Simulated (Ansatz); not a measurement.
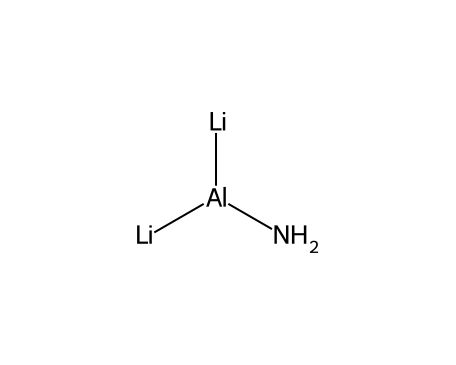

A structural formula.

> Transcribe the drawing into SMILES.

[Li][Al]([Li])[NH2]

> Give the formula, hydrogens included.

AlH2Li2N.

> An optimisation with PBE0-D4/def2-TZVP gave a structure of which point group?

C2v.

The parts below concern this one geometry. Atoms keep their numbers from picture to picture. The computed structure is the end point of a PBE0-D4/def2-TZVP optimisation. No frequency run is at hand to confirm it as a minimum.

**Geometry**

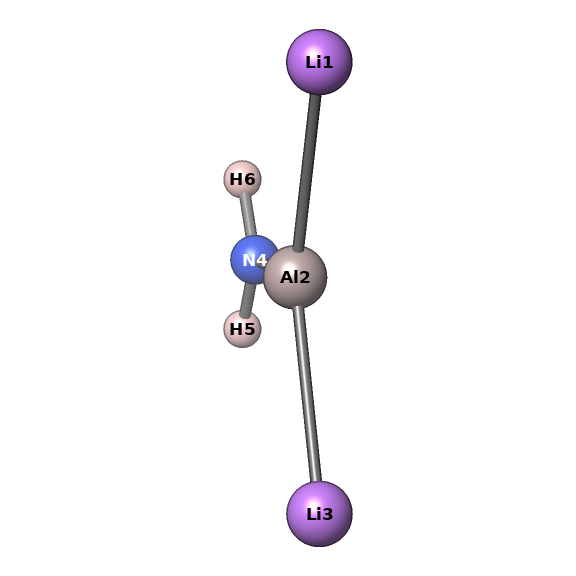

N4 lies behind Al2. The molecule seen a little off the Al2–N4 bond, Al2 in front. Distant atoms are faded towards the background colour. No frequency run is at hand to confirm it as a minimum.

> What is the torsion angle Li1–Al2–N4–H5? The sign is positive where the front bond must turn clockwise to cover the back bond.

180°, antiperiplanar (anti).

**Charges**

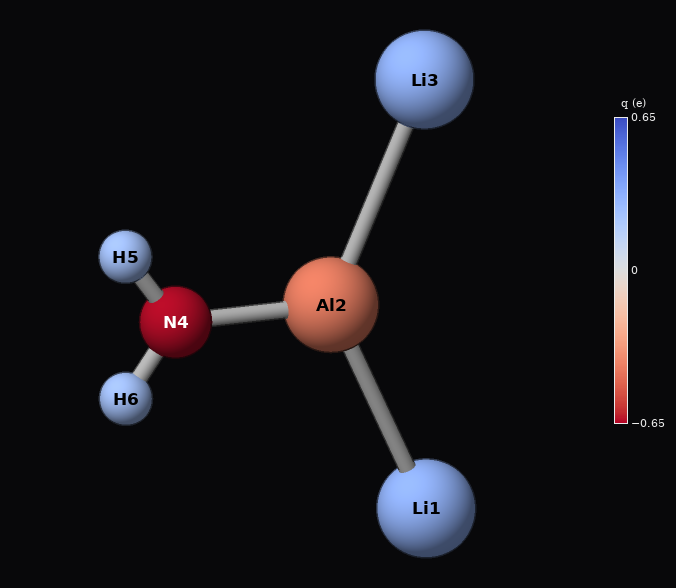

Atoms are coloured by their Mulliken charges. No frequency run is at hand to confirm it as a minimum. Method: RKS PBE0-D4/def2-TZVP (Ansatz 0.2.0).

List the Mulliken charges.

| atom | value (e) |
| --- | --- |
| Li1 | 0.29 |
| Al2 | −0.40 |
| Li3 | 0.29 |
| N4 | −0.64 |
| H5 | 0.22 |
| H6 | 0.22 |

**Dipole moment**

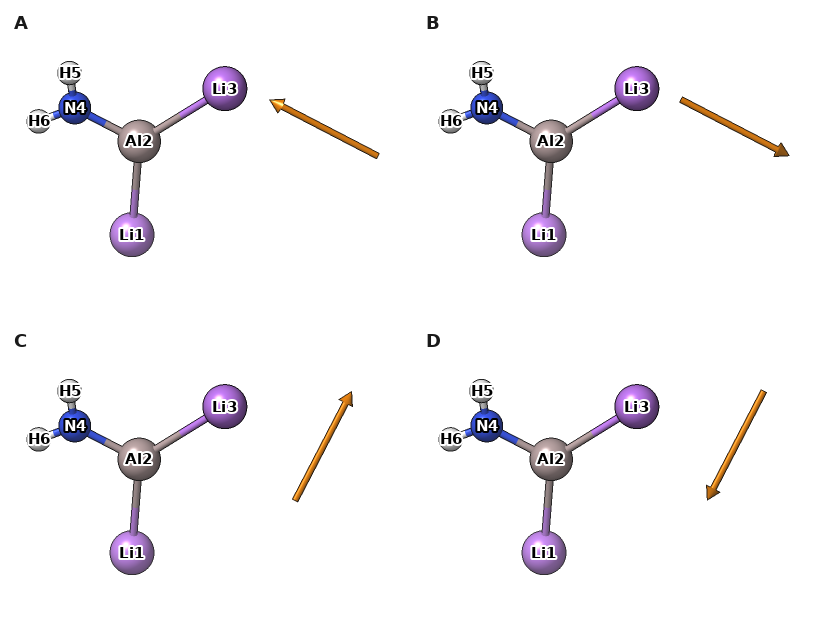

The same molecule four times, each with an arrow. No frequency run is at hand to confirm it as a minimum. Properties computed with RKS PBE0-D4/def2-TZVP (Ansatz 0.2.0).

> Which arrow points along the dipole moment, from the negative to the positive end?

B. The dipole moment is 2.62 D; it points from the side of H5, H6 to the side of Li1, Li3 (the outermost atoms at the two ends).

**Electronic properties**

No frequency run is at hand to confirm it as a minimum. Properties computed with RKS PBE0-D4/def2-TZVPP (Ansatz 0.2.0).

Predict the main results.

- HOMO energy (Kohn–Sham orbital): −3.39 eV
- LUMO energy (Kohn–Sham orbital): −1.34 eV
- HOMO–LUMO gap: 2.05 eV

Mulliken values depend strongly on the basis set and can even reverse the polarity of a bond.
